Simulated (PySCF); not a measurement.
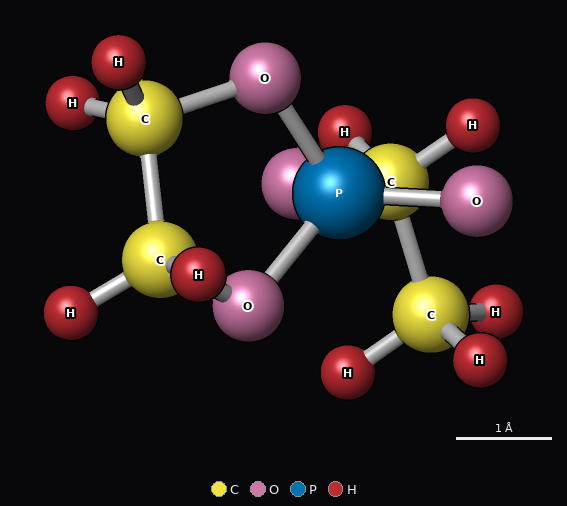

**Figure 1.** The structure as given in the input (ball-and-stick view, seen at a tilt).

## Run report: C4H9O4P, NMR shielding calculation

C4H9O4P, computed with GIAO PBE0/pcSseg-1 NMR shielding, non-relativistic, IEF-PCM benzene (PySCF 2.14.0).

The geometry comes from this level: PBE0-D3(BJ)/def2-SVP. It belongs to a series of runs on one base structure; here: solvent benzene. Figures and captions count atoms from 1; the log counts them from 0 in places.

### The program's output
```
coarse grid: 15896 points
cycle   1  E = -799.1396323892  dE =  1.732e+00  |g| = 1.174e+00  |ddm| = 3.908e+00
cycle   2  E = -798.7953900278  dE =  3.442e-01  |g| = 1.799e+00  |ddm| = 1.964e+00
cycle   3  E = -799.3688063306  dE = -5.734e-01  |g| = 2.600e-01  |ddm| = 1.353e+00
cycle   4  E = -799.3805441005  dE = -1.174e-02  |g| = 7.425e-02  |ddm| = 2.087e-01
cycle   5  E = -799.3814064446  dE = -8.623e-04  |g| = 1.451e-02  |ddm| = 4.280e-02
cycle   6  E = -799.3814480146  dE = -4.157e-05  |g| = 5.250e-03  |ddm| = 1.239e-02
cycle   7  E = -799.3814534467  dE = -5.432e-06  |g| = 1.288e-03  |ddm| = 3.678e-03
final grid: 149944 points
cycle   8  E = -799.4780231094  dE = -2.731e-05  |g| = 1.510e-02  |ddm| = 2.485e-02
cycle   9  E = -799.4779865260  dE =  3.658e-05  |g| = 2.082e-02  |ddm| = 2.059e-02
cycle  10  E = -799.4780648442  dE = -7.832e-05  |g| = 1.431e-03  |ddm| = 1.221e-02
cycle  11  E = -799.4780652099  dE = -3.657e-07  |g| = 3.381e-04  |ddm| = 1.162e-03
cycle  12  E = -799.4780652253  dE = -1.548e-08  |g| = 1.711e-04  |ddm| = 2.985e-04
cycle  13  E = -799.4780652306  dE = -5.263e-09  |g| = 2.677e-05  |ddm| = 1.246e-04
cycle  14  E = -799.4780652307  dE = -1.019e-10  |g| = 1.347e-05  |ddm| = 2.345e-05
```

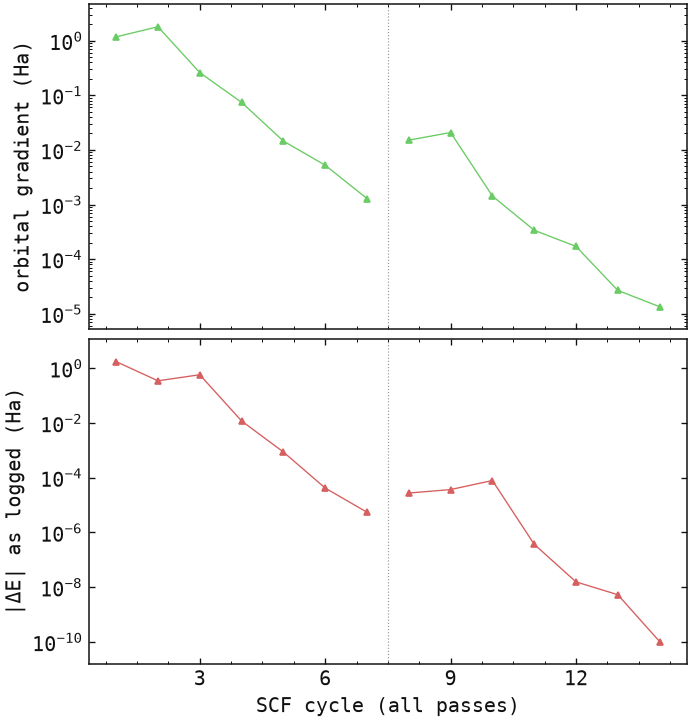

**Figure 2.** Convergence of the self-consistent field: orbital gradient and size of the energy change against the SCF cycle. The dotted line marks the change from a coarse to the final integration grid. The first 7 cycles use a coarse grid, the final grid takes over at cycle 8, and the field converges after 14 cycles in all.

```
converged SCF energy = -799.4780652307

GIAO shielding tensors (ppm)
atom      isotropic    diamagn.    paramagn.     s11        s22        s33       span
  0 C      165.673     248.613     -82.940    146.866    166.073    184.081     37.215
  1 C      118.500     242.675    -124.175     82.472    104.650    168.378     85.907
  2 O      217.931     405.482    -187.551    161.380    214.046    278.367    116.987
  3 P      293.652     969.947    -676.295    196.271    239.759    444.927    248.656
  4 O      196.373     399.104    -202.731    161.635    193.040    234.444     72.809
  5 O      239.651     403.366    -163.715    158.216    235.906    324.831    166.615
  6 C      117.216     243.768    -126.552     86.066    104.110    161.473     75.408
  7 C      117.728     246.715    -128.988     86.572    105.302    161.309     74.737
  8 O      238.636     402.147    -163.510    156.965    239.991    318.952    161.987
  9 H       29.864      29.866      -0.002     26.251     28.092     35.251      9.000
 10 H       29.596      30.512      -0.916     24.998     30.511     33.278      8.280
 11 H       30.260      26.474       3.786     26.244     26.712     37.824     11.580
 12 H       27.365      29.005      -1.639     21.826     27.082     33.188     11.362
 13 H       26.948      29.920      -2.971     22.426     26.918     31.502      9.076
 14 H       27.027      27.614      -0.587     22.294     24.774     34.012     11.718
 15 H       27.176      27.860      -0.684     23.400     25.016     33.112      9.712
 16 H       27.146      26.887       0.259     23.332     24.847     33.260      9.928
 17 H       27.135      30.378      -3.243     23.007     24.856     33.541     10.534
```

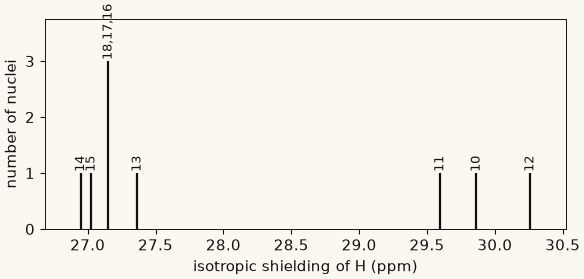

**Figure 3.** Isotropic shieldings of the hydrogen nuclei in this fixed geometry, labelled by atom number; shielding grows to the right, so chemical shift grows to the left. The least shielded is H14 (26.9 ppm), the most shielded H12 (30.3 ppm).

The run was set up as follows.

### Input
```
{"job": {"kind": "nmr", "xc": "PBE0", "basis": "pcSseg-1", "solvent": "benzene", "pop": true}, "charge": 0, "multiplicity": 1}
C      2.799508    -0.820397    -0.081128
C      2.132665     0.495440    -0.399412
O      0.723943     0.328396    -0.602058
P     -0.283089     0.315185     0.641589
O      0.360079     0.470750     1.955128
O     -1.188692    -1.000618     0.353704
C     -2.538167    -0.661313     0.078384
C     -2.497188     0.776110    -0.439802
O     -1.435854     1.394671     0.267617
H      2.585151    -1.565850    -0.861147
H      2.441692    -1.203755     0.885936
H      3.890033    -0.688097    -0.014881
H      2.509002     0.923822    -1.339597
H      2.300672     1.224219     0.408565
H     -3.133021    -0.739681     1.004096
H     -2.939677    -1.364872    -0.664235
H     -3.426383     1.326791    -0.238972
H     -2.287636     0.806650    -1.523076
```

The first line tells a small driver script what to run in PySCF; the rest is the geometry in Å.

Launch command:
```bash
OMP_NUM_THREADS=1 python <driver script> task.json out
```

### Summary

```tsv
quantity	value
outcome	converged
total energy	−799.478065 hartree
HOMO	−8.28 eV
LUMO	1.11 eV
dipole moment	4.12 D
isotropic shielding, C	117.2 to 165.7 ppm
isotropic shielding, O	196.4 to 239.7 ppm
isotropic shielding, P	293.7 ppm
isotropic shielding, H	26.9 to 30.3 ppm
hardware	1 CPU thread, shared host
wall time	29 s
peak memory	1.2 GiB
```
